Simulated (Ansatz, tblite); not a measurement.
# Ge(NCS)H3 (CH3GeNS): removing and adding an electron

What does removing or adding an electron cost or gain for Ge(NCS)H3 (CH3GeNS)? Each charged state is run at several levels.

Computed with Ansatz 0.2.0, Gaussian basis. Level: as each input shows.

The runs, in order: charge +1 doublet, at the geometry of the singlet (PBE0-D4/def2-TZVP, PBE-D4/def2-TZVP, r2SCAN-D4/def2-TZVP); charge -1 doublet, at the geometry of the singlet (PBE0-D4/def2-TZVPD, PBE-D4/def2-TZVPD, r2SCAN-D4/def2-TZVPD); the starting singlet's energies come from earlier runs.

## Step 1: The relaxed structure

The geometry is that of the singlet, from an earlier relaxation (PBE-D4/def2-SVP).

7 atoms, charge 0, spin multiplicity 1.

Atoms are counted from 1 here; the program's logs count them from 0.

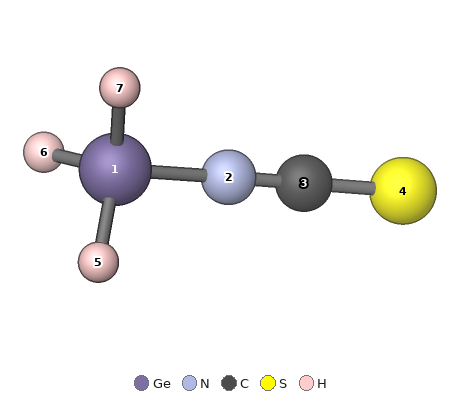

The geometry (germanium purple, nitrogen light blue, carbon dark grey, sulfur yellow, hydrogen pink); atoms are numbered from 1 in the order of the file.

## Step 2: Charge +1 doublet at the fixed geometry, first pass, PBE0-D4/def2-SVP

File in.yaml:

```yaml
crystal:
  periodic: [false, false, false]
  atoms:
    - {symbol: Ge, position_ang: [-0.002224, -0.000847, -1.162942]}
    - {symbol: N, position_ang: [-0.013295, 0.016505, 0.669536]}
    - {symbol: C, position_ang: [0.000485, 0.005106, 1.875435]}
    - {symbol: S, position_ang: [0.014692, -0.006546, 3.464227]}
    - {symbol: H, position_ang: [1.478558, -0.001511, -1.607771]}
    - {symbol: H, position_ang: [-0.741627, 1.273766, -1.630258]}
    - {symbol: H, position_ang: [-0.736589, -1.286474, -1.608227]}
basis:
  gaussian: {orbitals: def2-SVP}
total_charge: 1
magnetization: {spin_polarized: true, initial_magnetization: 1}
hamiltonian: {xc: pbe0, dispersion: d4}
output: {orbitals: {seedname: orbitals}}
```

On the command line:

```bash
> ansatz run in.yaml --threads 4 --pin off --events-out ev --progress --plain --max-ram 3916MiB
```

Standard output:

```text
Functional definition: PBE0
  name "PBE0"
  cite "Adamo & Barone, J. Chem. Phys. 110, 6158 (1999) doi:10.1063/1.478522"
  cite "Perdew, Burke & Ernzerhof, Phys. Rev. Lett. 77, 3865 (1996) doi:10.1103/PhysRevLett.77.3865"
  parent pbe
  parameter a = 0.25
  parameter kappa = 0.804
  parameter beta = 0.06672455060314922
  exchange = (1 - a)*pbe_x(kappa = kappa, mu = beta*pi^2/3) + a*exact_x
  correlation = pbe_c(beta = beta)
916 factors; integrals over basis functions are off by at most 1.3e-3 eV
mean field evaluation 1: about -69879.4908 eV, gradient 5.4e1 eV
mean field evaluation 2: about -69824.3829 eV, gradient 1.1e2 eV
mean field evaluation 4: about -69891.9610 eV, gradient 1.9e1 eV
mean field evaluation 8: about -69893.7861 eV, gradient 6.0e-1 eV
mean field evaluation 16: about -69893.7904 eV, gradient 1.2e-3 eV
mean field evaluation 32: about -69893.7904 eV, gradient 2.3e-4 eV
mean field -69893.79041474 eV, -2568.5494220291 hartree, gradient 5.1e-6 eV, S^2 0.774562; 2 other end points of the search recorded, 0 dependent functions left out
reference -69893.79043851 eV, -2568.5494229024 hartree; 32, 31 occupied and 61, 62 virtual orbitals, 916 factors
Total energy: -69893.90256591 eV, -2568.5535435084 hartree
```

Run time: 20 s. Hardware: 4 threads of Intel Xeon at 2.50GHz, shared host.

Report: HOMO -13.69 eV, LUMO -11.46 eV (over both spins); ⟨S²⟩ 0.775 (pure: 0.75).

## Step 3: Charge +1 doublet at the fixed geometry, PBE0-D4/def2-TZVP

start.molden holds the orbitals of an earlier run on this state, given as this run's starting guess.

Changes to in.yaml since step 2:

```diff
@@ -11,3 +11,3 @@
 basis:
-  gaussian: {orbitals: def2-SVP}
+  gaussian: {orbitals: def2-TZVP, initial_orbitals: start.molden}
 total_charge: 1
@@ -15,2 +15,3 @@
 hamiltonian: {xc: pbe0, dispersion: d4}
+scf: {omitted_lower_state_checks: [starts]}
 output: {orbitals: {seedname: orbitals}}
```

Launched as before.

Standard output, shortened:

```text
Functional definition: PBE0
  name "PBE0"
  cite "Adamo & Barone, J. Chem. Phys. 110, 6158 (1999) doi:10.1063/1.478522"
  cite "Perdew, Burke & Ernzerhof, Phys. Rev. Lett. 77, 3865 (1996) doi:10.1103/PhysRevLett.77.3865"
  parent pbe
[...]
1139 factors; their error is unknown
[...]
mean field -69907.52142836 eV, -2569.0540274724 hartree, gradient 2.4e-6 eV, S^2 0.775918; 0 other end points of the search recorded, 0 dependent functions left out
reference -69907.52145876 eV, -2569.0540285893 hartree; 32, 31 occupied and 133, 134 virtual orbitals, 1139 factors
Total energy: -69907.63358616 eV, -2569.0581491953 hartree
Checks for a lower state left out: starts
```

Wall time 51 s (4 threads of Intel Xeon at 2.50GHz, shared host); peak memory 0.78 GiB.

From the report: HOMO -13.64 eV, LUMO -11.32 eV (over both spins); ⟨S²⟩ 0.776 (pure: 0.75).

## Step 4: Charge +1 doublet at the fixed geometry, PBE-D4/def2-TZVP

Changes to in.yaml since step 3:

```diff
@@ -14,3 +14,3 @@
 magnetization: {spin_polarized: true, initial_magnetization: 1}
-hamiltonian: {xc: pbe0, dispersion: d4}
+hamiltonian: {xc: pbe, dispersion: d4}
 scf: {omitted_lower_state_checks: [starts]}
```

Same command.

Standard output:

```text
Functional definition: PBE
  name "PBE"
  cite "Perdew, Burke & Ernzerhof, Phys. Rev. Lett. 77, 3865 (1996) doi:10.1103/PhysRevLett.77.3865"
  parent pbe
  parameter kappa = 0.804
  parameter beta = 0.06672455060314922
  exchange = pbe_x(kappa = kappa, mu = beta*pi^2/3)
  correlation = pbe_c(beta = beta)
these checks for a lower state are left out or cut short: starts
1086 factors; their error is unknown
mean field evaluation 1: about -69905.2345 eV, gradient 8.8e0 eV
mean field evaluation 2: about -69905.3951 eV, gradient 3.0e-1 eV
mean field evaluation 4: about -69905.3818 eV, gradient 1.2e-1 eV
mean field evaluation 8: about -69905.3819 eV, gradient 5.9e-4 eV
mean field evaluation 16: about -69905.3819 eV, gradient 1.8e-4 eV
mean field -69905.38186852 eV, -2568.9754000986 hartree, gradient 8.4e-6 eV, S^2 0.758248; 0 other end points of the search recorded, 0 dependent functions left out
reference -69905.38190902 eV, -2568.9754015867 hartree; 32, 31 occupied and 133, 134 virtual orbitals, 1086 factors
Total energy: -69905.51376022 eV, -2568.9802470291 hartree
Checks for a lower state left out: starts
```

It took 28 s on 4 threads of Intel Xeon at 2.50GHz, shared host.

HOMO -12.36 eV, LUMO -12.16 eV (over both spins); ⟨S²⟩ 0.758 (pure: 0.75).

## Step 5: Charge +1 doublet at the fixed geometry, r2SCAN-D4/def2-TZVP

Changes to in.yaml since step 4:

```diff
@@ -14,3 +14,3 @@
 magnetization: {spin_polarized: true, initial_magnetization: 1}
-hamiltonian: {xc: pbe, dispersion: d4}
+hamiltonian: {xc: r2scan, dispersion: d4}
 scf: {omitted_lower_state_checks: [starts]}
```

The command is unchanged.

Standard output, shortened:

```text
Functional definition: r2SCAN
  name "r2SCAN"
  cite "Furness, Kaplan, Ning, Perdew & Sun, J. Phys. Chem. Lett. 11, 8208 (2020) doi:10.1021/acs.jpclett.0c02405"
  cite "Furness, Kaplan, Ning, Perdew & Sun, J. Phys. Chem. Lett. 11, 9248 (2020) doi:10.1021/acs.jpclett.0c03077"
  parent r2scan
[...]
1086 factors; their error is unknown
[...]
mean field -69919.19920790 eV, -2569.4831779551 hartree, gradient 9.2e-6 eV, S^2 0.773984; 0 other end points of the search recorded, 0 dependent functions left out
reference -69919.19922152 eV, -2569.4831784554 hartree; 32, 31 occupied and 133, 134 virtual orbitals, 1086 factors
Total energy: -69919.23081632 eV, -2569.4843395431 hartree
Checks for a lower state left out: starts
```

It took 41 s on 4 threads of Intel Xeon at 2.50GHz, shared host.

HOMO -12.68 eV, LUMO -11.99 eV (over both spins); ⟨S²⟩ 0.774 (pure: 0.75).

## Step 6: Vertical ionisation energy

Charged state less starting state, singlet to doublet; the starting state's energies are those of its earlier runs.

| level | vertical ionisation energy (eV) | time |
| --- | --- | --- |
| PBE-D4/def2-TZVP | +9.20 | 32 s |
| r2SCAN-D4/def2-TZVP | +9.26 | 48 s |
| PBE0-D4/def2-TZVP | +9.31 | 57 s |

Times add the two runs; a level without a time comes out of a correlated run.

Beside −ε(HOMO) of the starting state:

| level | −ε(HOMO) (eV) | by difference (eV) | mismatch (eV) |
| --- | --- | --- | --- |
| PBE-D4/def2-TZVP | 6.10 | 9.20 | -3.10 |
| r2SCAN-D4/def2-TZVP | 6.36 | 9.26 | -2.89 |
| PBE0-D4/def2-TZVP | 7.22 | 9.31 | -2.09 |

## Step 7: Charge -1 doublet at the fixed geometry, first pass, PBE0-D4/def2-SVP

Changes to in.yaml since step 5:

```diff
@@ -11,7 +11,6 @@
 basis:
-  gaussian: {orbitals: def2-TZVP, initial_orbitals: start.molden}
-total_charge: 1
+  gaussian: {orbitals: def2-SVP}
+total_charge: -1
 magnetization: {spin_polarized: true, initial_magnetization: 1}
-hamiltonian: {xc: r2scan, dispersion: d4}
-scf: {omitted_lower_state_checks: [starts]}
+hamiltonian: {xc: pbe0, dispersion: d4}
 output: {orbitals: {seedname: orbitals}}
```

The command is unchanged.

Standard output, shortened:

```text
Functional definition: PBE0
  name "PBE0"
  cite "Adamo & Barone, J. Chem. Phys. 110, 6158 (1999) doi:10.1063/1.478522"
  cite "Perdew, Burke & Ernzerhof, Phys. Rev. Lett. 77, 3865 (1996) doi:10.1103/PhysRevLett.77.3865"
  parent pbe
[...]
916 factors; integrals over basis functions are off by at most 1.3e-3 eV
[...]
mean field -69901.40006876 eV, -2568.8290716563 hartree, gradient 2.1e-6 eV, S^2 0.756791; 8 other end points of the search recorded, 0 dependent functions left out
reference -69901.40009473 eV, -2568.8290726106 hartree; 33, 32 occupied and 60, 61 virtual orbitals, 916 factors
Total energy: -69901.54838002 eV, -2568.8345219944 hartree
```

Run time: 56 s. Hardware: 4 threads of Intel Xeon at 2.50GHz, shared host.

HOMO 3.49 eV, LUMO 4.95 eV (over both spins); ⟨S²⟩ 0.757 (pure: 0.75); the next solution that the search met lies 0.009 eV higher. Doubts: highest occupied level lies above zero.

## Step 8: Charge -1 doublet at the fixed geometry, PBE0-D4/def2-TZVPD

Changes to in.yaml since step 7:

```diff
@@ -11,3 +11,3 @@
 basis:
-  gaussian: {orbitals: def2-SVP}
+  gaussian: {orbitals: def2-TZVPD, initial_orbitals: start.molden}
 total_charge: -1
@@ -15,2 +15,3 @@
 hamiltonian: {xc: pbe0, dispersion: d4}
+scf: {omitted_lower_state_checks: [starts]}
 output: {orbitals: {seedname: orbitals}}
```

Launched as before.

Standard output, shortened:

```text
Functional definition: PBE0
  name "PBE0"
  cite "Adamo & Barone, J. Chem. Phys. 110, 6158 (1999) doi:10.1063/1.478522"
  cite "Perdew, Burke & Ernzerhof, Phys. Rev. Lett. 77, 3865 (1996) doi:10.1103/PhysRevLett.77.3865"
  parent pbe
[...]
1247 factors; their error is unknown
[...]
a density is far from that of the atoms, so the factors are made again for it
1381 factors; integrals over basis functions are off by at most 1.0e-3 eV
mean field -69915.98408396 eV, -2569.3650243296 hartree, gradient 7.7e-6 eV, S^2 0.750555; 0 other end points of the search recorded, 0 dependent functions left out
reference -69915.98412513 eV, -2569.3650258424 hartree; 33, 32 occupied and 168, 169 virtual orbitals, 1381 factors
Total energy: -69916.13241042 eV, -2569.3704752263 hartree
Checks for a lower state left out: starts
```

It took 76 s on 4 threads of Intel Xeon at 2.50GHz, shared host; peak memory 1.1 GiB.

HOMO 1.86 eV, LUMO 2.36 eV (over both spins); ⟨S²⟩ 0.751 (pure: 0.75). Doubts: highest occupied level lies above zero.

## Step 9: Charge -1 doublet at the fixed geometry, PBE-D4/def2-TZVPD

Changes to in.yaml since step 8:

```diff
@@ -14,3 +14,3 @@
 magnetization: {spin_polarized: true, initial_magnetization: 1}
-hamiltonian: {xc: pbe0, dispersion: d4}
+hamiltonian: {xc: pbe, dispersion: d4}
 scf: {omitted_lower_state_checks: [starts]}
```

The command is unchanged.

Standard output, shortened:

```text
Functional definition: PBE
  name "PBE"
  cite "Perdew, Burke & Ernzerhof, Phys. Rev. Lett. 77, 3865 (1996) doi:10.1103/PhysRevLett.77.3865"
  parent pbe
[...]
1172 factors; their error is unknown
[...]
a density is far from that of the atoms, so the factors are made again for it
1382 factors; integrals over basis functions are off by at most 1.0e-3 eV
mean field -69913.94109106 eV, -2569.2899457252 hartree, gradient 7.7e-6 eV, S^2 0.750307; 0 other end points of the search recorded, 0 dependent functions left out
reference -69913.94114282 eV, -2569.2899476272 hartree; 33, 32 occupied and 168, 169 virtual orbitals, 1382 factors
Total energy: -69914.11562791 eV, -2569.2963598362 hartree
Checks for a lower state left out: starts
```

Run time: 41 s. Hardware: 4 threads of Intel Xeon at 2.50GHz, shared host.

HOMO 2.01 eV, LUMO 2.08 eV (over both spins); ⟨S²⟩ 0.750 (pure: 0.75). Doubts: highest occupied level lies above zero.

## Step 10: Charge -1 doublet at the fixed geometry, r2SCAN-D4/def2-TZVPD

Changes to in.yaml since step 9:

```diff
@@ -14,3 +14,3 @@
 magnetization: {spin_polarized: true, initial_magnetization: 1}
-hamiltonian: {xc: pbe, dispersion: d4}
+hamiltonian: {xc: r2scan, dispersion: d4}
 scf: {omitted_lower_state_checks: [starts]}
```

Launched as before.

Standard output, shortened:

```text
Functional definition: r2SCAN
  name "r2SCAN"
  cite "Furness, Kaplan, Ning, Perdew & Sun, J. Phys. Chem. Lett. 11, 8208 (2020) doi:10.1021/acs.jpclett.0c02405"
  cite "Furness, Kaplan, Ning, Perdew & Sun, J. Phys. Chem. Lett. 11, 9248 (2020) doi:10.1021/acs.jpclett.0c03077"
  parent r2scan
[...]
1172 factors; their error is unknown
[...]
a density is far from that of the atoms, so the factors are made again for it
1383 factors; integrals over basis functions are off by at most 1.0e-3 eV
mean field -69927.67984145 eV, -2569.7948354895 hartree, gradient 4.9e-6 eV, S^2 0.751266; 0 other end points of the search recorded, 0 dependent functions left out
reference -69927.67988206 eV, -2569.7948369819 hartree; 33, 32 occupied and 168, 169 virtual orbitals, 1383 factors
Total energy: -69927.72260646 eV, -2569.7964070746 hartree
Checks for a lower state left out: starts
```

Wall time 84 s (4 threads of Intel Xeon at 2.50GHz, shared host); peak memory 0.61 GiB.

From the report: HOMO 2.11 eV, LUMO 2.22 eV (over both spins); ⟨S²⟩ 0.751 (pure: 0.75). Doubts: highest occupied level lies above zero.

## Step 11: Vertical electron affinity

Starting state less charged state (positive: the electron is bound), singlet to doublet; the starting state's energies are those of its earlier runs.

| level | vertical electron affinity (eV) | time |
| --- | --- | --- |
| PBE-D4/def2-TZVPD | -0.63 | 46 s |
| r2SCAN-D4/def2-TZVPD | -0.80 | 92 s |
| PBE0-D4/def2-TZVPD | -0.84 | 83 s |

Times add the two runs; a level without a time comes out of a correlated run.

Beside −ε(LUMO) of the starting state:

| level | −ε(LUMO) (eV) | by difference (eV) | mismatch (eV) |
| --- | --- | --- | --- |
| PBE-D4/def2-TZVPD | 1.32 | -0.63 | +1.95 |
| r2SCAN-D4/def2-TZVPD | 1.10 | -0.80 | +1.89 |
| PBE0-D4/def2-TZVPD | 0.45 | -0.84 | +1.30 |

## Step 12: Summary of results

| quantity | value |
| --- | --- |
| vertical ionisation energy, functionals in def2-TZVP | 9.20 (PBE-D4) to 9.31 eV (PBE0-D4) |
| vertical electron affinity, functionals in def2-TZVPD | -0.84 (PBE0-D4) to -0.63 eV (PBE-D4) |

What this shows: The vertical ionisation energy spans 9.20 to 9.31 eV over the functionals. −ε(HOMO) misses the level's own difference by -2.09 eV at best (PBE0-D4) and -3.10 eV at worst (PBE-D4). The vertical electron affinity spans -0.84 to -0.63 eV over the functionals. A negative affinity means an unbound electron, held by the basis alone. −ε(LUMO) misses the level's own difference by +1.30 eV at best (PBE0-D4) and +1.95 eV at worst (PBE-D4).
